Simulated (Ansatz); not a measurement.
Complex (SMILES): F (HF) with [H][H] (H2), atoms 1 to 2 the first; geometry from B3LYP-D3(BJ)/def2-TZVP, monomers rigid:
```xyz
4

F     -0.0503     0.0090    -0.4113
H     -0.1533    -0.6305     0.2513
H     -0.6250    -2.1461     1.4219
H     -0.1185    -1.7955     1.8432
```

Basis-set convergence of the counterpoise-corrected interaction energy at PBE with Ansatz (a first-principles code). Cartesian d functions, on some or all atoms, in 6-31+G*; all else is spherical. The program fits the integrals of some runs and decomposes those of others, by size. No added dispersion term, no relativity. Functions are those of the species that has most. Reference: the value in aug-cc-pV5Z, -1.44 kcal/mol. Deviations are taken from unrounded values.

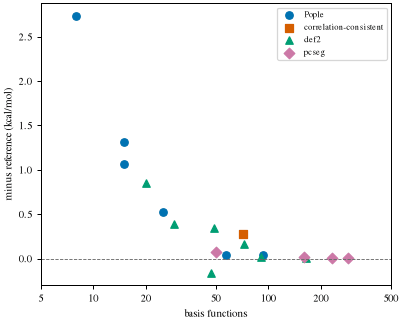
*Deviation from the reference against the number of basis functions, by family of sets.*

```
basis              functions  counterpoise-corrected interaction energy (kcal/mol)  minus reference (kcal/mol)
-----------------  ---------  ----------------------------------------------------  --------------------------
STO-3G                     8                                                  1.29                        2.73
3-21G                     15                                                 -0.13                        1.31
6-31G                     15                                                 -0.38                        1.06
def2-SV(P)                20                                                 -0.59                        0.85
6-31+G*                   25                                                 -0.91                        0.53
def2-SVP                  29                                                 -1.05                        0.39
def2-SVPD                 47                                                 -1.60                       -0.16
def2-TZVP                 49                                                 -1.09                        0.34
aug-pcseg-1               50                                                 -1.37                        0.07
6-311++G(2d,2p)           57                                                 -1.40                        0.04
cc-pVTZ                   72                                                 -1.17                        0.27
def2-TZVPP                73                                                 -1.28                        0.16
def2-TZVPPD               91                                                 -1.42                        0.02
6-311++G(3df,3pd)         93                                                 -1.40                        0.03
pcseg-3                  159                                                 -1.43                        0.01
def2-QZVPPD              165                                                 -1.44                        0.00
aug-pcseg-3              232                                                 -1.43                        0.01
pcseg-4                  284                                                 -1.44                        0.00
```
